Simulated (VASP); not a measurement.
Energy against volume of SiC (zinc blende). These are PBE GGA with D4 dispersion, VASP's PBE PAW potentials (set 64) (plane waves; VASP) values and carry that method's errors.

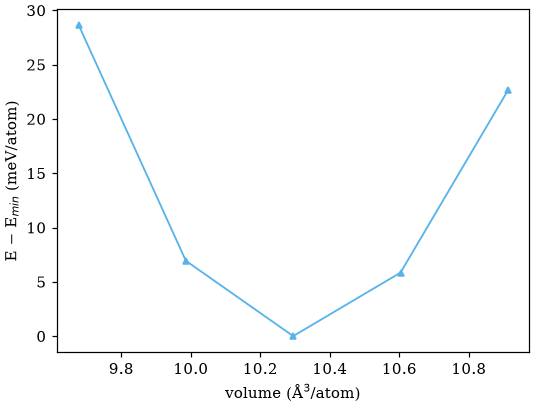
Figure: Energy against volume

Estimate the equilibrium volume and the bulk modulus.

The minimum lies near 10.3 Å³/atom, and the curvature gives B0 of about 220 GPa.

Measured: bulk modulus 229 GPa at 0 K (computed value off by -4.2 %), as given by Daniel Mejia-Rodriguez et al., Physical Review B (2018), arXiv:1807.09216 [0 K value with the zero-point phonon effect removed]; a 4.346 Å at 0 K (computed value off by +0.1 %), as given by Daniel Mejia-Rodriguez et al., Physical Review B (2018), arXiv:1807.09216 [static lattice: zero-point anharmonic expansion removed].

The compound is SiC in the zinc blende structure. It was relaxed first.
